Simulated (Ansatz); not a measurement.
Process, species as SMILES: O=CO + 3 [H][H] (H2) → C (CH4) + 2 O (H2O)
B3LYP-D3(BJ)/def2-TZVP geometries, fixed; electronic energies without zero-point terms.

Basis-set convergence of the energy of full hydrogenation at B3LYP with Ansatz (a program for electronic structure). Cartesian d functions, on some or all atoms, in 6-31G**; all else is spherical. The program fits the integrals of some runs and decomposes those of others, by size. Species with rotatable bonds are taken in one conformer. No added dispersion term, no relativity. Functions are those of the species that has most. Reference: the value in aug-pcseg-3, -53.49 kcal/mol, itself unsure by roughly 0.23 kcal/mol (its mean distance from aug-cc-pVQZ, cc-pV5Z, def2-QZVPPD). Deviations are taken from unrounded values.

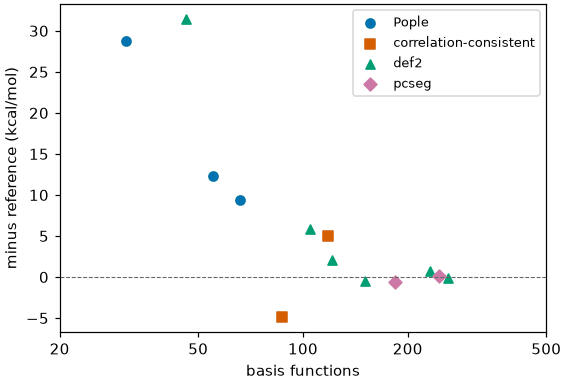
*Deviation from the reference against the number of basis functions, by family of sets.*

```csv
basis,functions,energy of full hydrogenation (kcal/mol),minus reference (kcal/mol)
3-21G,31,-24.78,28.71
def2-SV(P),46,-22.04,31.45
6-31G**,55,-41.21,12.28
6-311G**,66,-44.15,9.34
aug-cc-pVDZ,87,-58.38,-4.89
def2-TZVP,105,-47.65,5.84
cc-pVTZ,118,-48.47,5.02
def2-TZVPP,121,-51.38,2.11
def2-TZVPPD,151,-53.94,-0.45
aug-pcseg-2,184,-54.09,-0.60
def2-QZVPP,231,-52.75,0.74
pcseg-3,246,-53.39,0.10
def2-QZVPPD,261,-53.55,-0.06
```
